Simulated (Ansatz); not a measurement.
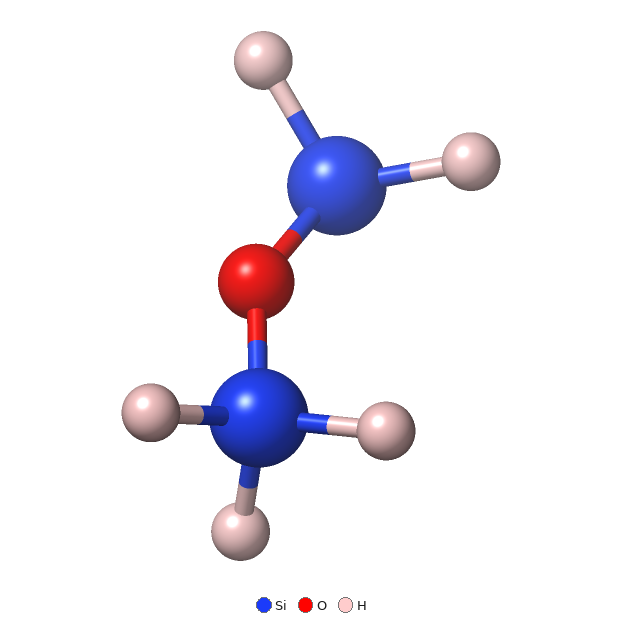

A ball-and-stick model of a molecule. Every bond is drawn as one stick, whatever its order.

The species is neutral and a spin doublet.

> What is the molecular formula?

H5OSi2, 8 atoms: 5 hydrogen, 1 oxygen and 2 silicon.

> How many sets of symmetry-equivalent atoms are there?

8: 1 Si, 1 O, 1 Si, 1 H, 1 H, 1 H, 1 H, 1 H.

More results for the same structure follow; atom numbers are the same in all pictures, views and colours differ. Computed geometry: PBE0-D4/def2-TZVP optimisation.

Vibrations

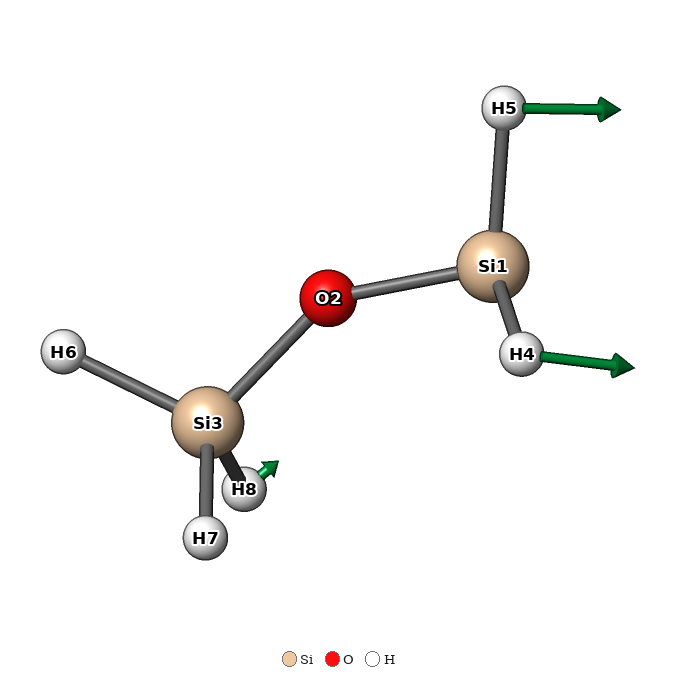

The arrows show one normal mode. Harmonic vibrations computed with UKS PBE0-D4/def2-TZVP (Ansatz 0.2.0) at a stationary point of the same level.

> Describe the motion.

Mostly H–Si–O bending.

> Estimate its harmonic wavenumber.

785 cm⁻¹; it is mode 8 of 18 counted from the lowest.

Charges

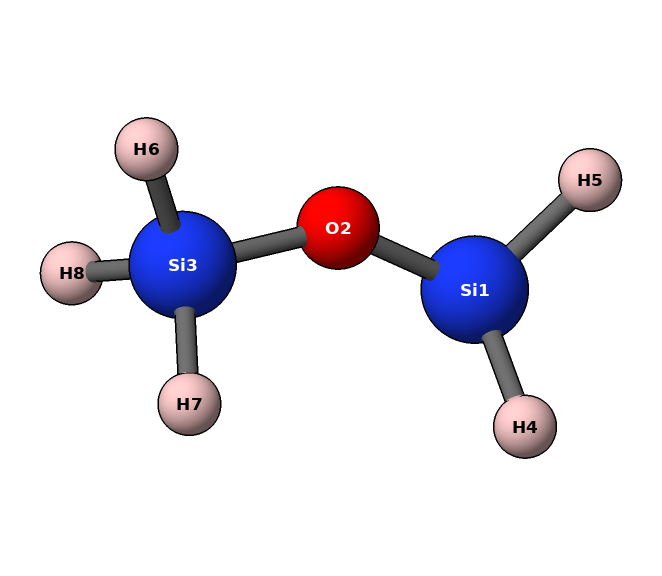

The questions are on Mulliken charges. Level of theory: UKS PBE0-D4/def2-TZVP (Ansatz 0.2.0).

List the Mulliken charges.

```tsv
atom	value (e)
Si1	0.19
O2	−0.35
Si3	0.29
H4	−0.02
H5	−0.01
H6	−0.03
H7	−0.03
H8	−0.03
```

Dipole moment

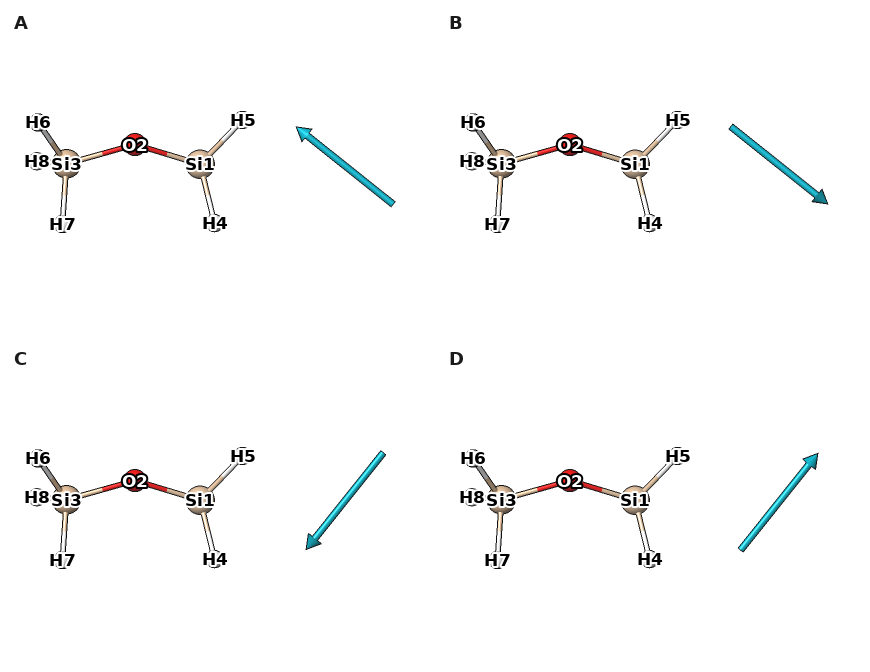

The same molecule four times, each with an arrow. Properties computed with UKS PBE0-D4/def2-TZVP (Ansatz 0.2.0).

> Which arrow points along the dipole moment, from the negative to the positive end?

C. The dipole moment is 0.34 D; it points from the side of H5 to the side of H7 (the outermost atoms at the two ends).

Mulliken values depend strongly on the basis set and can even reverse the polarity of a bond.
